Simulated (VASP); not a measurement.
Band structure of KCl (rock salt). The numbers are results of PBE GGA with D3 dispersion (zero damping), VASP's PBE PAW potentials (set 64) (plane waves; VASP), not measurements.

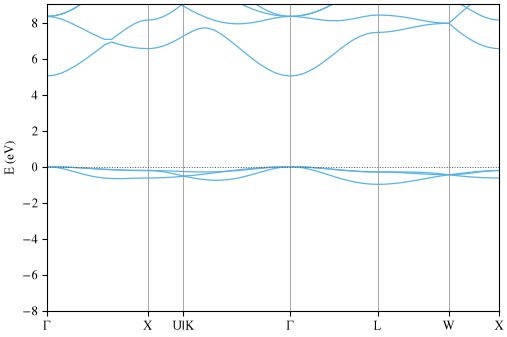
Figure. Bands along high-symmetry lines, zero at the valence-band maximum or, without a gap, the Fermi level

Read the plot: is there a gap, and where are the band edges?

The gap is direct, 5.04 eV, from the valence maximum at Γ to the conduction minimum at Γ. (Edges off the drawn lines would not show.)

Measured: gap 8.50 eV (computed value off by -3.46 eV), as given by David Koller et al., Journal of Physics Condensed Matter (2013), arXiv:1304.4470.

The compound is KCl in the rock salt structure. It was relaxed first.
